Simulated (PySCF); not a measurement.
# Geometry relaxation of ZrP$_{2}$H$_{6}$F$_{4}$

System: ZrP$_{2}$H$_{6}$F$_{4}$ (trans-Zr(PH3)2F4).
Method: PBE0-D3(BJ)/def2-SVP geometry optimisation, gas phase (PySCF 2.14.0).

The run did not end well. It belongs to a series of runs on one base structure; here: trans, PH3.

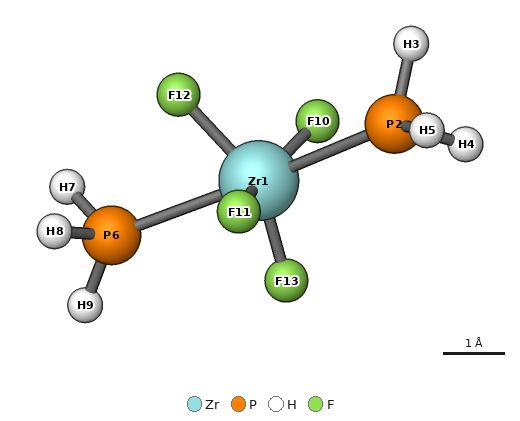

The input geometry (ball-and-stick view, seen at a tilt; atoms are numbered from 1 in the order of the input). Sticks mark near contacts.

### Input
```
{"job": {"xc": "PBE0", "basis": "def2-SVP", "d3": "d3bj", "grid": 1, "maxiter": 30, "shake": 0.03, "kind": "geom"}, "charge": 0, "multiplicity": 1}
Zr     0.102130    -0.141170     0.010960
P     -0.193110     0.096700     2.756740
H      0.494270     1.097870     3.385300
H      0.581950    -0.907990     3.431910
H     -1.237770     0.142430     3.641300
P      0.082000    -0.176400    -2.782170
H      1.037230     0.572540    -3.490570
H     -0.953080     0.561920    -3.256190
H     -0.024450    -1.140390    -3.713610
F      1.781440    -0.051850     0.756900
F     -1.851050     0.102020     0.220950
F      0.266150     1.692540    -0.668540
F     -0.055100    -1.900320    -0.270780
```

The first line tells a small driver script what to run in PySCF; the rest is the geometry in Å.

Hardware: 1 CPU thread, shared host.

Command:
```bash
OMP_NUM_THREADS=1 python <driver script> task.json out
```

### What the program printed
```
step   0  E = -1131.84552638  max force = 0.100243
step   1  E = -1131.87435980  max force = 0.012214
step   2  E = -1131.87702855  max force = 0.006165
step   3  E = -1131.87789939  max force = 0.005001
step   4  E = -1131.87845464  max force = 0.003607
step   5  E = -1131.87881129  max force = 0.005218
step   6  E = -1131.87902599  max force = 0.002046
step   7  E = -1131.87921449  max force = 0.001935
step   8  E = -1131.87936104  max force = 0.002370
step   9  E = -1131.87960643  max force = 0.002844
step  10  E = -1131.88000865  max force = 0.005845
step  11  E = -1131.88084698  max force = 0.004598
step  12  E = -1131.88386263  max force = 0.007124
step  13  E = -1131.88532538  max force = 0.006508
step  14  E = -1131.86690082  max force = 0.026859
step  15  E = -1131.88356036  max force = 0.011199
step  16  E = -1131.88823341  max force = 0.003634
step  17  E = -1131.88982953  max force = 0.003852
step  18  E = -1131.89087547  max force = 0.006100
step  19  E = -1131.89165086  max force = 0.003068
step  20  E = -1131.89213784  max force = 0.002424
step  21  E = -1131.89228236  max force = 0.004781
step  22  E = -1131.89275042  max force = 0.002759
step  23  E = -1131.89290650  max force = 0.002035
step  24  E = -1131.89303385  max force = 0.001545
step  25  E = -1131.89311330  max force = 0.001574
step  26  E = -1131.89320273  max force = 0.001841
step  27  E = -1131.89327136  max force = 0.001302
step  28  E = -1131.89329494  max force = 0.001057
step  29  E = -1131.89334614  max force = 0.000825
step  30  E = -1131.89339792  max force = 0.000616
optimisation not converged
```

### Trajectory as extended XYZ (Å, eV, eV/Å), 17 of the 31 frames kept, from step=0 to step=30
```
13
Properties=species:S:1:pos:R:3:forces:R:3 step=0 energy=-30799.08553
Zr    0.1021   -0.1412    0.0110   -3.4465   5.1547  -0.3763
P    -0.1931    0.0967    2.7567    0.8205  -1.1002   0.0572
H     0.4943    1.0979    3.3853    0.7242   1.1929   0.2536
H     0.5819   -0.9080    3.4319   -0.3250   0.0334  -0.2202
H    -1.2378    0.1424    3.6413   -1.1652  -0.1579   0.5269
P     0.0820   -0.1764   -2.7822    1.0985   0.8043   0.8604
H     1.0372    0.5725   -3.4906    0.4353   0.1574   0.0838
H    -0.9531    0.5619   -3.2562   -1.3752   0.8571  -0.2744
H    -0.0244   -1.1404   -3.7136   -0.1269  -1.6981  -1.1437
F     1.7814   -0.0519    0.7569    2.9425  -0.1125   1.3585
F    -1.8511    0.1020    0.2210    0.4987  -0.0988   0.0430
F     0.2661    1.6925   -0.6685    0.0626   0.0176  -0.3320
F    -0.0551   -1.9003   -0.2708   -0.1435  -5.0499  -0.8368
13
Properties=species:S:1:pos:R:3:forces:R:3 step=2 energy=-30799.94275
Zr    0.0783   -0.1252    0.0024    0.2799   0.0807   0.0141
P    -0.1811    0.0980    2.8619    0.2381   0.0263   0.2663
H     0.5330    1.1875    3.4367   -0.1130  -0.0323  -0.1175
H     0.5476   -0.9239    3.5230   -0.0608  -0.0517   0.0148
H    -1.3244    0.1269    3.7058    0.0159  -0.0082  -0.0951
P     0.0598   -0.1548   -2.8831   -0.1065   0.1372  -0.2419
H     1.0657    0.6038   -3.5356    0.0111  -0.0326   0.0290
H    -1.0552    0.6149   -3.3153    0.0549  -0.0550   0.0128
H    -0.0524   -1.2172   -3.8272    0.0331   0.0604   0.1873
F     1.8374   -0.0557    0.8442   -0.1617  -0.1435   0.0016
F    -1.8101    0.1373    0.2141   -0.3170  -0.0654   0.0792
F     0.3022    1.6937   -0.6550    0.0367  -0.1674  -0.1832
F     0.0299   -2.0374   -0.3496    0.0895   0.2515   0.0325
13
Properties=species:S:1:pos:R:3:forces:R:3 step=4 energy=-30799.98156
Zr    0.0841   -0.0886    0.0020   -0.1855   0.1347   0.0303
P    -0.1667    0.0723    2.9070    0.0598  -0.0973  -0.1341
H     0.5126    1.1804    3.4682    0.0122   0.0146   0.0816
H     0.5324   -0.9667    3.5702    0.0224   0.0302   0.0616
H    -1.3377    0.0913    3.7073    0.0023   0.0275  -0.0354
P     0.0452   -0.1264   -2.9044   -0.0662  -0.0906   0.1124
H     1.0670    0.6082   -3.5546    0.0023  -0.0127  -0.0004
H    -1.0701    0.6276   -3.3475    0.0146   0.0027  -0.0440
H    -0.0609   -1.2214   -3.7974    0.0042  -0.0075  -0.0665
F     1.8490   -0.0540    0.8097   -0.0397   0.0224   0.0862
F    -1.8182    0.1573    0.2760    0.0998  -0.0271   0.0129
F     0.3225    1.6552   -0.8184    0.0637   0.1489  -0.0136
F     0.0715   -1.9872   -0.2959    0.0100  -0.1458  -0.0911
13
Properties=species:S:1:pos:R:3:forces:R:3 step=6 energy=-30799.99710
Zr    0.0796   -0.0685   -0.0012    0.1052   0.0628  -0.0008
P    -0.1446    0.0663    2.9018    0.0092  -0.0353  -0.0251
H     0.5241    1.1726    3.4843   -0.0032   0.0034   0.0061
H     0.5485   -0.9640    3.5864   -0.0043   0.0081   0.0124
H    -1.3261    0.0929    3.6852   -0.0100   0.0019   0.0132
P     0.0163   -0.1404   -2.9041   -0.0585  -0.0064   0.0272
H     1.0471    0.5761   -3.5608    0.0120  -0.0066  -0.0056
H    -1.0861    0.6125   -3.3805    0.0041   0.0124  -0.0337
H    -0.0861   -1.2461   -3.7866    0.0076  -0.0079   0.0056
F     1.8243   -0.0378    0.8532    0.0109   0.0034   0.0014
F    -1.8138    0.1621    0.2771   -0.0822   0.0024   0.0288
F     0.3507    1.6899   -0.7903    0.0043  -0.0551  -0.0118
F     0.0969   -1.9676   -0.3422    0.0049   0.0167  -0.0176
13
Properties=species:S:1:pos:R:3:forces:R:3 step=8 energy=-30800.00622
Zr    0.0952   -0.0073   -0.0014    0.1219  -0.0985   0.0164
P    -0.1114    0.0459    2.9156   -0.0322   0.0141   0.0352
H     0.5343    1.1478    3.5342    0.0025  -0.0001  -0.0178
H     0.5622   -0.9835    3.6209   -0.0006  -0.0085  -0.0119
H    -1.3152    0.0713    3.6666    0.0104  -0.0191   0.0050
P    -0.0501   -0.1614   -2.9103   -0.0541  -0.0016  -0.0306
H     1.0040    0.5015   -3.5883    0.0101  -0.0167   0.0086
H    -1.1254    0.5847   -3.4579    0.0091  -0.0002  -0.0010
H    -0.1502   -1.3091   -3.7388   -0.0056  -0.0025   0.0097
F     1.8471    0.0292    0.8341    0.0029   0.0336  -0.0075
F    -1.7904    0.2221    0.3440   -0.0243   0.0467  -0.0194
F     0.3911    1.7117   -0.8527   -0.0247   0.0387   0.0011
F     0.1394   -1.9049   -0.3438   -0.0152   0.0142   0.0122
13
Properties=species:S:1:pos:R:3:forces:R:3 step=9 energy=-30800.01290
Zr    0.1185    0.0683   -0.0022    0.0802  -0.1462   0.0019
P    -0.0726    0.0258    2.9281   -0.0451   0.0182   0.0550
H     0.5585    1.1150    3.5842    0.0021   0.0021  -0.0267
H     0.5859   -1.0139    3.6334    0.0054  -0.0135  -0.0287
H    -1.2906    0.0386    3.6577    0.0215  -0.0246  -0.0060
P    -0.1316   -0.1964   -2.9127   -0.0292  -0.0099  -0.0466
H     0.9474    0.3972   -3.6176    0.0072  -0.0208   0.0201
H    -1.1762    0.5355   -3.5358    0.0051  -0.0091   0.0274
H    -0.2354   -1.3927   -3.6692   -0.0247   0.0022   0.0047
F     1.8799    0.1352    0.8060   -0.0165   0.0541   0.0099
F    -1.7554    0.3275    0.3974    0.0410   0.0762  -0.0464
F     0.4247    1.7405   -0.9328   -0.0311   0.0762   0.0158
F     0.1776   -1.8327   -0.3143   -0.0158  -0.0049   0.0196
13
Properties=species:S:1:pos:R:3:forces:R:3 step=11 energy=-30800.04666
Zr    0.2307    0.4040   -0.0278   -0.0337  -0.2364   0.0261
P     0.0775   -0.0688    2.9049   -0.1146   0.0415   0.0798
H     0.6668    0.9361    3.7177   -0.0123   0.0137  -0.0338
H     0.6810   -1.1791    3.5509    0.0249  -0.0219  -0.0759
H    -1.1816   -0.1211    3.5630    0.0509  -0.0245  -0.0135
P    -0.4706   -0.3440   -2.8441    0.1100  -0.0974  -0.1111
H     0.6845   -0.0568   -3.6225   -0.0014   0.0218   0.0594
H    -1.4030    0.2391   -3.7453   -0.0242  -0.0139   0.0914
H    -0.5903   -1.6969   -3.2597   -0.1273   0.0119   0.0032
F     1.9958    0.6320    0.7218   -0.1309   0.1218   0.1024
F    -1.5745    0.8612    0.5051    0.2310   0.0816  -0.0492
F     0.5592    1.8538   -1.2533    0.0217   0.1389  -0.0065
F     0.3552   -1.5116   -0.1887    0.0058  -0.0370  -0.0724
13
Properties=species:S:1:pos:R:3:forces:R:3 step=13 energy=-30800.16852
Zr    0.5240    0.8062   -0.1080    0.0258   0.1549   0.0545
P     0.1151   -0.2220    2.6721   -0.1210   0.1343  -0.0073
H     0.6348    0.6113    3.6942   -0.0434  -0.0358   0.1183
H     0.6704   -1.4532    3.1059    0.0828   0.0386  -0.0539
H    -1.1829   -0.4247    3.2103   -0.0068   0.0409   0.0569
P    -0.8315   -0.5104   -2.5337    0.1943   0.0417  -0.0998
H     0.2883   -0.6066   -3.4051    0.0492  -0.0575   0.0547
H    -1.7390   -0.1778   -3.5751   -0.1225   0.0344   0.1093
H    -1.0934   -1.9046   -2.4712   -0.0793   0.0214  -0.0166
F     2.0959    1.3638    0.8396   -0.1441  -0.0354   0.1023
F    -1.1483    1.6348    0.3243   -0.0324  -0.0929   0.2187
F     0.9468    1.9498   -1.5852    0.0851  -0.2528  -0.2025
F     0.7504   -1.1187   -0.1459    0.1123   0.0083  -0.3347
13
Properties=species:S:1:pos:R:3:forces:R:3 step=15 energy=-30800.12049
Zr    0.5982    0.6907   -0.1199    0.4337   0.0893   0.1852
P     0.0111   -0.1705    2.6875    0.2361  -0.1387  -0.0349
H     0.5243    0.6885    3.6935   -0.0479   0.0163   0.0167
H     0.5553   -1.3819    3.1879    0.0054  -0.0014   0.0641
H    -1.3005   -0.3251    3.2040   -0.0240   0.0283  -0.0245
P    -0.8125   -0.4983   -2.5640    0.0715   0.1819   0.0103
H     0.2494   -0.5622   -3.5030   -0.0007  -0.0261  -0.0744
H    -1.8083   -0.0326   -3.4624   -0.0073   0.0156  -0.0239
H    -1.1451   -1.8781   -2.6017   -0.0237   0.0481   0.0793
F     2.1802    1.2383    0.8121   -0.1351  -0.3024   0.4717
F    -1.0682    1.4399    0.4540   -0.2582   0.1515  -0.0784
F     1.1916    1.9603   -1.4187   -0.3569  -0.1885  -0.5759
F     0.8551   -1.2211   -0.3471    0.1072   0.1260  -0.0151
13
Properties=species:S:1:pos:R:3:forces:R:3 step=17 energy=-30800.29108
Zr    0.6351    0.7688   -0.1226   -0.1981   0.1302   0.0120
P     0.0538   -0.2151    2.6660   -0.0393  -0.0461  -0.0472
H     0.5530    0.6146    3.7029   -0.0413   0.0134   0.0081
H     0.6044   -1.4377    3.1324    0.0114  -0.0010   0.0044
H    -1.2595   -0.3990    3.1737    0.0103  -0.0069   0.0378
P    -0.8380   -0.4864   -2.5189    0.0638   0.1151  -0.0010
H     0.2212   -0.6195   -3.4559   -0.0089  -0.0532  -0.0219
H    -1.8165   -0.0501   -3.4522   -0.0223   0.0001   0.0168
H    -1.2030   -1.8579   -2.4825   -0.0335   0.0085  -0.0052
F     2.0539    1.3684    1.0156    0.0093   0.0061  -0.0240
F    -1.0505    1.5766    0.3134    0.0358  -0.0409   0.0365
F     1.1620    1.8193   -1.6351    0.0541  -0.1449  -0.0038
F     0.9146   -1.1340   -0.3146    0.1588   0.0195  -0.0125
13
Properties=species:S:1:pos:R:3:forces:R:3 step=19 energy=-30800.34064
Zr    0.8056    0.8316   -0.1345   -0.1338   0.1578  -0.1566
P    -0.0446   -0.2857    2.5754    0.0824  -0.0301  -0.0621
H     0.3951    0.5007    3.6715   -0.0398   0.0297   0.0097
H     0.4490   -1.5309    3.0499   -0.0267   0.0129   0.0002
H    -1.3926   -0.4486    2.9902   -0.0023  -0.0054   0.0037
P    -0.8671   -0.4677   -2.4006    0.0222   0.1006   0.0116
H     0.0882   -0.7133   -3.4222   -0.0185  -0.0587   0.0062
H    -1.8935    0.0147   -3.2575   -0.0114   0.0322   0.0339
H    -1.3539   -1.7973   -2.2882    0.0096  -0.0094  -0.0016
F     2.1003    1.5145    1.0954    0.0229  -0.0506  -0.0314
F    -0.8559    1.7101    0.2639   -0.0296   0.0023  -0.0220
F     1.4021    1.6578   -1.7549    0.0500  -0.0371   0.1311
F     1.1981   -1.0381   -0.3661    0.0750  -0.1442   0.0773
13
Properties=species:S:1:pos:R:3:forces:R:3 step=21 energy=-30800.35783
Zr    0.8790    0.7525   -0.0900    0.0687  -0.2459  -0.1434
P    -0.2150   -0.3275    2.5224    0.0818   0.0156   0.0135
H     0.1674    0.4981    3.6116   -0.0264   0.0010   0.0245
H     0.2345   -1.5600    3.0670   -0.0178   0.0164  -0.0048
H    -1.5862   -0.4531    2.8702   -0.0004  -0.0154  -0.0326
P    -0.7160   -0.4001   -2.4114   -0.1609   0.0615   0.0295
H     0.0960   -0.5852   -3.5603   -0.0226  -0.0787  -0.0041
H    -1.7926    0.2638   -3.0602    0.0629   0.0787   0.0025
H    -1.3405   -1.6763   -2.3931    0.1013  -0.0477  -0.0020
F     2.1627    1.3658    1.1871   -0.1038   0.0793   0.0319
F    -0.8078    1.6549    0.1620    0.0545   0.0378   0.0547
F     1.6257    1.5346   -1.6643    0.0400   0.0870   0.0009
F     1.3234   -1.1198   -0.2189   -0.0771   0.0104   0.0294
13
Properties=species:S:1:pos:R:3:forces:R:3 step=22 energy=-30800.37057
Zr    0.9191    0.7554   -0.1111    0.0410  -0.1419  -0.0956
P    -0.2072   -0.3195    2.4817    0.0813  -0.0057   0.0171
H     0.1643    0.4941    3.5842   -0.0437  -0.0006   0.0111
H     0.2341   -1.5575    3.0177   -0.0047  -0.0050   0.0123
H    -1.5821   -0.4556    2.8101   -0.0016   0.0059  -0.0311
P    -0.7579   -0.4109   -2.3620   -0.0396   0.0767  -0.0438
H     0.0266   -0.6453   -3.5212   -0.0055  -0.0626  -0.0024
H    -1.8301    0.2520   -3.0176    0.0164   0.0375   0.0245
H    -1.3763   -1.6878   -2.2922    0.0409  -0.0137   0.0117
F     2.1503    1.4109    1.1950   -0.0238  -0.0134   0.0369
F    -0.7550    1.6756    0.1445    0.0090   0.0522   0.0311
F     1.7003    1.5611   -1.6574   -0.0241   0.0047  -0.0103
F     1.3445   -1.1245   -0.2496   -0.0455   0.0659   0.0385
13
Properties=species:S:1:pos:R:3:forces:R:3 step=24 energy=-30800.37828
Zr    0.9576    0.7378   -0.1190   -0.0041  -0.0089   0.0204
P    -0.2147   -0.3316    2.4516    0.0552   0.0035   0.0102
H     0.1143    0.4700    3.5759   -0.0462   0.0030   0.0069
H     0.1971   -1.5769    2.9945   -0.0077  -0.0052   0.0044
H    -1.6033   -0.4622    2.7185   -0.0044  -0.0044  -0.0051
P    -0.7602   -0.3774   -2.3421    0.0794   0.0201  -0.0363
H    -0.0194   -0.6517   -3.5217    0.0044   0.0005   0.0054
H    -1.8261    0.3255   -2.9620   -0.0300  -0.0242   0.0013
H    -1.3866   -1.6478   -2.2429   -0.0572   0.0253   0.0143
F     2.1668    1.3826    1.2136    0.0266  -0.0171  -0.0108
F    -0.6846    1.7121    0.1433   -0.0072   0.0163   0.0141
F     1.7613    1.5206   -1.6664   -0.0122   0.0065  -0.0058
F     1.3283   -1.1530   -0.2212    0.0033  -0.0153  -0.0190
13
Properties=species:S:1:pos:R:3:forces:R:3 step=26 energy=-30800.38287
Zr    0.9917    0.7209   -0.1275    0.0351   0.0182   0.0947
P    -0.2063   -0.3593    2.4420    0.0254   0.0250  -0.0069
H     0.0685    0.4332    3.5871   -0.0262   0.0106   0.0019
H     0.1637   -1.6109    3.0008   -0.0048  -0.0052  -0.0029
H    -1.6082   -0.4744    2.6398    0.0009  -0.0208   0.0077
P    -0.7724   -0.3260   -2.3329    0.0342   0.0013   0.0186
H    -0.0687   -0.6340   -3.5263    0.0006   0.0071   0.0040
H    -1.8401    0.3975   -2.9248   -0.0121  -0.0150  -0.0158
H    -1.4325   -1.5760   -2.1978   -0.0416   0.0222   0.0081
F     2.2330    1.3185    1.1964    0.0230   0.0044  -0.0242
F    -0.6089    1.7494    0.1880   -0.0189  -0.0310  -0.0423
F     1.8003    1.4872   -1.6804   -0.0125   0.0250  -0.0059
F     1.3103   -1.1782   -0.2420   -0.0032  -0.0418  -0.0370
13
Properties=species:S:1:pos:R:3:forces:R:3 step=28 energy=-30800.38538
Zr    0.9960    0.7191   -0.1406    0.0245  -0.0544   0.0433
P    -0.1573   -0.3675    2.4524   -0.0241   0.0052   0.0013
H     0.0882    0.4262    3.6035   -0.0037   0.0039  -0.0052
H     0.2097   -1.6189    3.0147    0.0242   0.0086  -0.0048
H    -1.5602   -0.5003    2.6354    0.0046  -0.0097  -0.0086
P    -0.8083   -0.2990   -2.3197   -0.0503   0.0221  -0.0007
H    -0.1053   -0.6430   -3.5034   -0.0112  -0.0362   0.0023
H    -1.8750    0.4060   -2.9378    0.0275   0.0258   0.0030
H    -1.4941   -1.5305   -2.1461    0.0186  -0.0093  -0.0038
F     2.2762    1.2894    1.1578    0.0011   0.0198  -0.0033
F    -0.5972    1.7483    0.2042   -0.0038  -0.0213  -0.0241
F     1.7850    1.5055   -1.6932   -0.0050  -0.0014   0.0036
F     1.2731   -1.1874   -0.3050   -0.0025   0.0469  -0.0030
13
Properties=species:S:1:pos:R:3:forces:R:3 step=30 energy=-30800.38818
Zr    1.0316    0.7133   -0.1451    0.0210   0.0110  -0.0186
P    -0.1508   -0.3681    2.4214   -0.0161  -0.0112  -0.0017
H     0.0604    0.4289    3.5767   -0.0090   0.0036  -0.0031
H     0.2225   -1.6155    2.9878    0.0255   0.0086   0.0022
H    -1.5550   -0.5229    2.5715    0.0006  -0.0023  -0.0079
P    -0.8334   -0.2895   -2.2796    0.0152  -0.0034  -0.0255
H    -0.1728   -0.6861   -3.4718   -0.0175  -0.0194  -0.0019
H    -1.8895    0.4400   -2.8863    0.0122   0.0167  -0.0010
H    -1.5496   -1.4972   -2.0658   -0.0043   0.0025   0.0030
F     2.2971    1.3018    1.1604    0.0046  -0.0197   0.0072
F    -0.5658    1.7434    0.1727   -0.0178   0.0162   0.0317
F     1.8365    1.4910   -1.6937   -0.0314   0.0003  -0.0029
F     1.2993   -1.1911   -0.3261    0.0169  -0.0030   0.0185
```

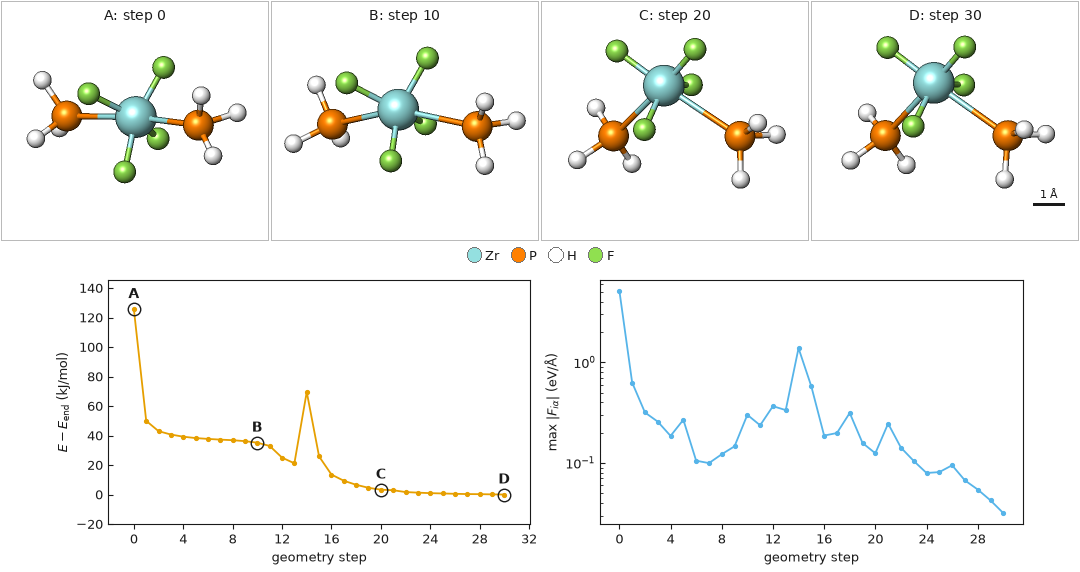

Frames of the relaxation (ball-and-stick view, seen at a tilt) above the curves, on which the letters mark them (steps are counted from 0).

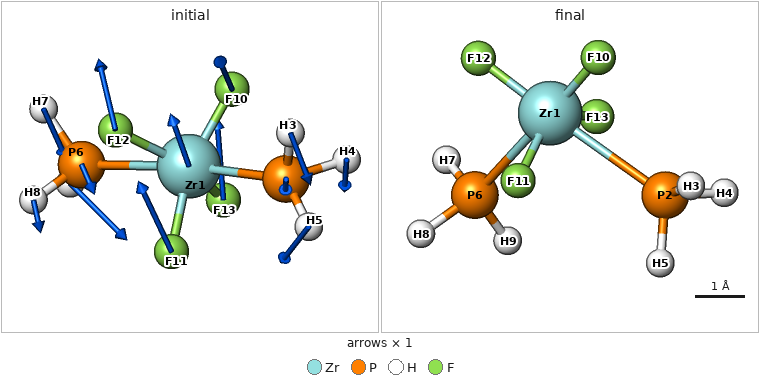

Before (left) and after (right) the relaxation, at one scale (ball-and-stick view, seen at a tilt). The blue arrows give the displacements, at true length. The relaxation stopped without meeting its thresholds, so the last structure isn't shown to be converged. Over 30 geometry steps the energy falls by 125.7 kJ/mol. Largest force component: 5.2 eV/Å at the start, 0.032 eV/Å at the end. F11 moves most after the best rigid fit: 1.86 Å. By element the largest moves are F 1.86 Å, H 1.86 Å, Zr 1.29 Å, P 0.75 Å. Distances before and after: Zr1–P2 2.772 → 3.026 Å, Zr1–P6 2.793 → 3.007 Å, Zr1–F13 1.788 → 1.932 Å, P6–H9 1.345 → 1.420 Å. Among the angles that change: P2–Zr1–F12 105.8° → 176.0°, P2–Zr1–P6 172.2° → 103.9°, P6–Zr1–F10 114.4° → 176.8°. (Atoms are counted from 1 in the order of the input.)

### What the run reported

| quantity | value |
| --- | --- |
| outcome | not converged |
| total energy | −1131.893398 hartree |
| dipole moment | 4.88 D |
| point group | C1 |
| wall time | 10 min |
| peak memory | 0.62 GiB |

### Diagnosis

The run did not converge. At least one of its steps failed, so the values that rest on that step are not results.
